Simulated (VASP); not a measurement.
Band structure of TaS$_{2}$ (relaxed from the layer:CdI2 structure). Level of theory: PBEsol GGA, VASP's PBE PAW potentials (set 64) (plane waves; VASP 6.6.1).

The cell holds a wide vacuum, so values per volume refer to the whole cell. Unless said otherwise, spin-orbit coupling is left out, though it shifts the bands of the heavy elements here.

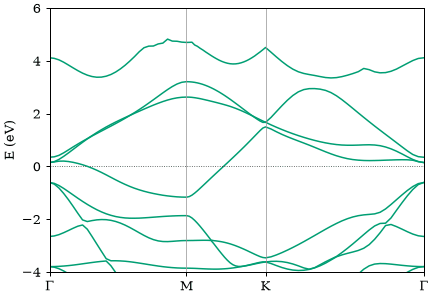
*Bands along high-symmetry lines, zero at the valence-band maximum or, without a gap, the Fermi level*

**Question.** Read the plot: is there a gap, and where are the band edges?

**Answer.** It has no gap at this level: it comes out as a metal or semimetal. (Edges off the drawn lines would not show.)

The cell is a sheet with vacuum, built from a generated structure.
